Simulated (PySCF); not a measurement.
Molecule: In(OAc)(OMe)2, C4H9InO4, SMILES C[O][In]([O]C)[O]C(C)=O. Atoms near the plane z = 0.0 Å, at the GFN2-xTB optimised geometry (x, y, z in Å): In1 (-0.7, -0.1, 0.0), O5 (1.5, -0.1, 0.0), O9 (-1.5, 1.8, 0.0), C10 (-0.8, 2.8, 0.6), H11 (0.2, 3.0, 0.2), H12 (-1.4, 3.7, 0.5), O14 (-1.5, -1.8, -0.8), C15 (-0.8, -3.0, -0.7), H16 (-0.7, -3.3, 0.3).

Method: PBE0/def2-SVP, def2 effective core potentials past Kr run with PySCF 2.14.0. The core electrons that the potentials of In replace are not part of the density. Cells within 0.4 Å of a nucleus heavier than hydrogen are left out (blank, or x). The values are rescaled to run from 0 to 1.

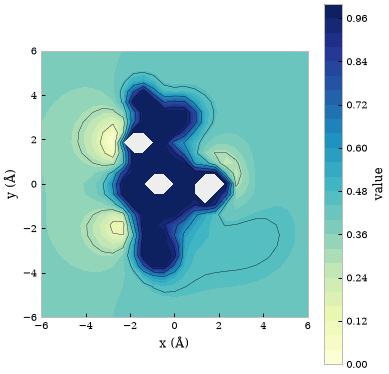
Fig. 1. a field on the plane z = 0.0 Å.

Question: Which quantity is mapped?
A) electrostatic potential
B) Laplacian of the electron density
C) an orbital amplitude
D) electron localisation function

Answer: A, electrostatic potential. In full: electrostatic potential (hartree/e), clipped to [-0.08, 0.12].
